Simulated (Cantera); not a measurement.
A closed system holds: 1 mol Fe₂O₃, 0.08 mol SO₂, 15 mol N₂, at 195 Torr.

Cantera equilibrium calculation (NASA polynomials, part measured and part estimated; ideal gas, pure solids and liquids). Candidate condensed phases: Fe, FeO, FeS, FeSO₄, FeS₂, Fe₂O₃, Fe₂(SO₄)₃, Fe₃O₄, S; 19 gas species. Mutual solubility and eutectic melting of coexisting phases are not modelled. The numbers say what is thermodynamically allowed, not how fast it happens.

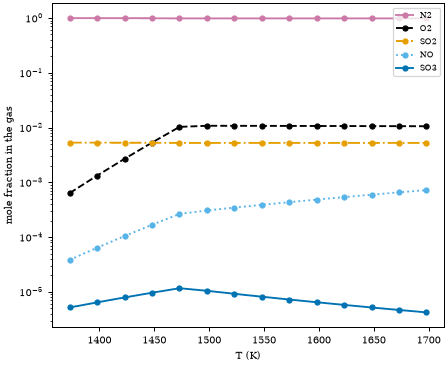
Figure: Equilibrium gas composition (values under 1e-9 drawn at 1e-9)

**Question.** Read off the mole fractions at 1498 K.

**Answer.** N₂ about 0.98, O₂ about 0.011, SO₂ about 0.0052, NO about 0.00031, SO₃ about 1.0e-5.
